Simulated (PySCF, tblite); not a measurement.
# C₃H₈ClFSi₂: geometry, infrared bands and NMR shifts

What infrared bands and NMR shifts should C₃H₈ClFSi₂ (`C=C[SiH2][Si@H](Cl)CF`) show?

The runs use tblite 0.8.0 and PySCF 2.14.0, with density-fitted response routines of our own; the level of theory stands in each step. All values are computed, except where a source is named. Atoms are numbered from 0 throughout.

### 1 Starting geometry

15 atoms, charge 0, multiplicity 1; geometry from: force field or distance geometry start.

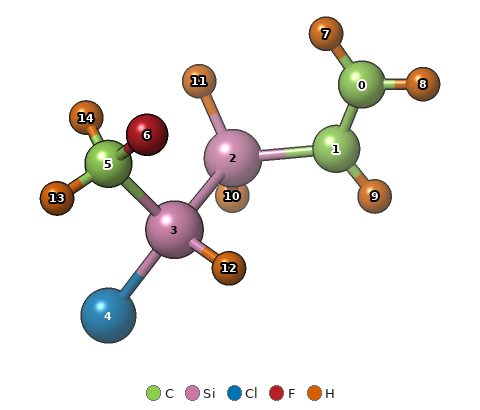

As it starts; carbon green, silicon pink, chlorine blue, fluorine red, hydrogen orange, atoms numbered; sticks join atoms by distance.

### 2 Relaxing the molecule with GFN2-xTB

Job settings and geometry (Å):

```
{"job": {"kind": "relax", "xc": "GFN2-xTB", "basis": "xTB"}, "charge": 0, "multiplicity": 1}
C     -2.555800     0.838900    -0.172500
C     -1.928000    -0.232100    -0.627700
Si    -0.568000    -1.036700     0.362800
Si     1.364600    -0.406900    -0.557900
Cl     2.582500    -2.098600    -0.810100
C      2.181300     0.746800     0.652000
F      1.822900     2.043300     0.339600
H     -2.333300     1.317900     0.785000
H     -3.336500     1.237000    -0.814900
H     -2.201200    -0.658500    -1.573300
H     -0.772200    -2.478300     0.275400
H     -0.643900    -0.528100     1.723100
H      1.184600     0.197600    -1.863300
H      3.280400     0.594700     0.563100
H      1.918300     0.470900     1.697000
```

On the command line:

```sh
> OMP_NUM_THREADS=1 python probes_run.py task.json out
```

This one command runs all jobs of the session in turn.

**Question.** This job is followed by: GFN2-xTB harmonic vibrations, gas phase; GIAO PBE0/pcSseg-1 NMR shielding, non-relativistic, gas phase. What will the session give for the following? strongest single infrared mode (GFN2-xTB); zero-point energy (GFN2-xTB); ¹³C shifts against TMS (PBE0/pcSseg-1); ¹H shifts against TMS (PBE0/pcSseg-1); ²⁹Si shifts against TMS (PBE0/pcSseg-1); ³⁵Cl shifts against HCl (PBE0/pcSseg-1); ¹⁹F shifts against CFCl3 (PBE0/pcSseg-1).

The runs gave:

| quantity | value |
| --- | --- |
| strongest single infrared mode (GFN2-xTB) | 594 cm⁻¹, 406 km/mol |
| zero-point energy (GFN2-xTB) | 60.4 kcal/mol |
| ¹³C shifts against TMS (PBE0/pcSseg-1) | 146.3, 135.4, 81.7 ppm |
| ¹H shifts against TMS (PBE0/pcSseg-1) | 6.44, 6.31, 6.26, 5.37, 5.34, 4.91, 4.46, 4.42 ppm |
| ²⁹Si shifts against TMS (PBE0/pcSseg-1) | -15.6, -68.3 ppm |
| ³⁵Cl shifts against HCl (PBE0/pcSseg-1) | -69 ppm |
| ¹⁹F shifts against CFCl3 (PBE0/pcSseg-1) | -297.3 ppm |

What this shows: Relaxing lowered the energy by 0.445 eV in 100 steps; the close pair that moved most is Si2–Si3, from 2.231 to 2.329 Å. All 39 modes are real, so the xTB geometry is a minimum. The strongest single mode, at 594 cm⁻¹, moves mainly H12. Unscaled tight-binding wavenumbers are off by several per cent, some by more. Its intensities can rank the bands wrongly. The most deshielded carbon is C0 (terminal =CH2 carbon), at 146.3 ppm: an sp2 carbon of a C=C bond.
